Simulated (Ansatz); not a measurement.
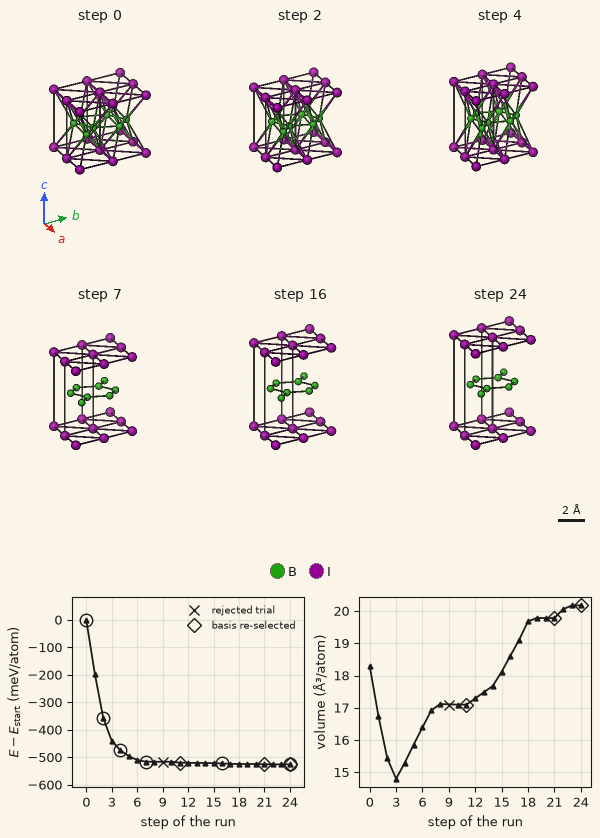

Frames of a relaxation of solid B2I (a generated structure, set up in P6/mmm), marked on the history of the run. Style: ball-and-stick. Shown: the cell of the calculation, reduced to other axes, repeated 2 × 2 × 1 with one cell outlined, slightly off an axis. Lengths and directions refer to the drawn axes.

The start is a swapped structure.

Computed with DFT, PAW plane waves, r2SCAN (Ansatz).

Input
```yaml
crystal:
  lattice:
    - [1.847776, 3.200441, 0.0]
    - [-1.847776, 3.200441, 0.0]
    - [0.0, 0.0, 4.641332]
  atoms:
    - { symbol: B, position: [0.3333, 0.3334, 0.5] }
    - { symbol: B, position: [0.6666, 0.6667, 0.5] }
    - { symbol: I, position: [0.0, 0.0, 0.0] }
  symmetry: { tolerance: 0.0003 }
kpoints:
  mp_grid: { grid: [10, 10, 7], shift: [0, 0, 0] }
magnetization:
  spin_polarized: false
scf:
  occupations: { method: fermi_dirac }
  lower_state_search: "off"
hamiltonian:
  pseudopotentials: { kind: paw }
  xc: r2scan
basis:
  ecutwfc: 500
  fft_grid_basis: typed
relax:
  max_steps: 60
  cell: { p_target: 0.0 }
output:
  forces: true
  stress: true
  eigenvalues: true
  bader: true
  populations: true
  elf: true
  write_potential: true
  volumetric_format: npy
  dos:
    e_range: [-12, 8]
    de: 0.05
    projected: { site_lists: { B: [B], I: [I] } }
checkpoint:
  read: saved_state
```

Run as
```bash
ansatz run input.yaml --threads 2 --pin off --max-ram 2560MiB --backend cpu --events-out ev --progress --plain --runs-dir out
```

### Describe the path.

No atom moves by more than 0.005 Å relative to the cell. Cell: a = b 3.696 → 3.090 Å (−16.4 %), c 4.641 → 7.321 Å (+57.7 %). Volume +10.2 %. Some distances before and after: B1–I3 3.152 → 4.072 Å, I3–I3 3.696 → 3.090 Å, B1–B2 2.134 → 1.784 Å. The space group stays P6/mmm (No. 191). After 20 accepted moves (24 points after the start) the energy has fallen by 526 meV per atom. All forces vanish by symmetry, so only the cell relaxes. Pressure: −12.18 GPa at the start and 0.01 GPa at the end. The line search rejected the trial step at point 9 of the run. The SCF was repeated 3 times at an unchanged geometry on a basis and grid sized afresh for the cell, which shifted the energy by 3.2 meV per atom at most. Cost: 110 s on 2 threads of Arm Neoverse V1, on a shared host, peak memory 0.52 GiB. From step 0 to 2: volume −15.7 %, energy −357 meV per atom. From step 2 to 4: volume −0.9 %, energy −117 meV per atom. From step 4 to 7: volume +10.6 %, energy −41.9 meV per atom. From step 7 to 16: volume +10.0 %, energy −6.4 meV per atom. From step 16 to 24: volume +8.4 %, energy −3.2 meV per atom.

| step | E − E(0), meV/atom | pressure, GPa | volume, Å³/atom | note |
| --- | --- | --- | --- | --- |
| 0 | 0.00 | -12.18 | 18.298 |  |
| 1 | -195.17 | -9.07 | 16.732 |  |
| 2 | -357.22 | -3.55 | 15.434 |  |
| 3 | -440.12 | 3.00 | 14.798 |  |
| 4 | -473.98 | 2.38 | 15.302 |  |
| 5 | -495.70 | 1.34 | 15.860 |  |
| 6 | -509.76 | 0.72 | 16.391 |  |
| 7 | -515.92 | 0.37 | 16.917 |  |
| 8 | -516.19 | -0.10 | 17.117 |  |
| 9 | -516.19 | 0.09 | 17.091 | rejected |
| 10 | -516.20 | 0.00 | 17.097 |  |
| 11 | -519.37 | 0.24 | 17.097 | same geometry, new basis |
| 12 | -520.07 | 0.08 | 17.290 |  |
| 13 | -520.46 | 0.01 | 17.484 |  |
| 14 | -520.73 | 0.12 | 17.678 |  |
| 15 | -521.11 | 0.10 | 18.112 |  |
| 16 | -522.35 | 0.16 | 18.612 |  |
| 17 | -523.75 | 0.34 | 19.107 |  |
| 18 | -524.36 | 0.16 | 19.678 |  |
| 19 | -524.37 | -0.09 | 19.785 |  |
| 20 | -524.38 | 0.00 | 19.780 |  |
| 21 | -525.41 | 0.05 | 19.780 | same geometry, new basis |
| 22 | -525.54 | 0.02 | 20.057 |  |
| 23 | -525.54 | 0.01 | 20.173 |  |
| 24 | -525.58 | 0.01 | 20.173 | same geometry, new basis |
